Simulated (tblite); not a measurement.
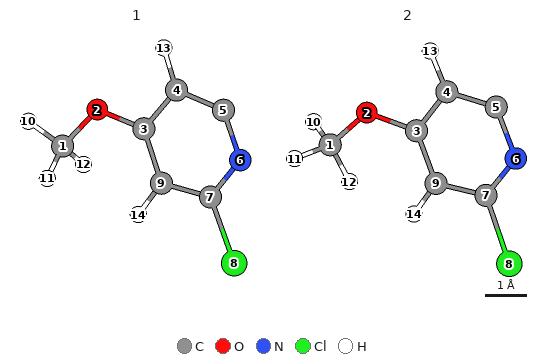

Two geometries of C6H5ClNO (multiplicity 2), drawn at one scale. One is the start of a relaxation, the other its converged end. A ball-and-stick model, seen at a tilt.

All numbers below come from tblite 0.8.0, GFN2-xTB geometry optimisation, gas phase. 

> Which one is relaxed?

Structure 1 is the relaxed one. The largest move after the best rigid fit is that of H11, 0.76 Å. By element the largest moves are H 0.76 Å, Cl 0.22 Å, C 0.13 Å, N 0.12 Å, O 0.10 Å. Some distances before and after: C5–N6 1.349 → 1.285 Å, O2–C3 1.402 → 1.345 Å, C7–Cl8 1.772 → 1.716 Å, C1–H10 1.131 → 1.088 Å. Among the angles between lasting bonds that change: C1–O2–C3 125.3° → 119.1°, O2–C1–H10 111.0° → 105.5°, C4–C5–N6 121.2° → 126.6°. Groups turn about C1–O2 by about 40°. The energy falls by 0.473 eV in 47 geometry steps. The run took 0.36 s on 1 thread of Arm Neoverse V1, with other jobs on the host.
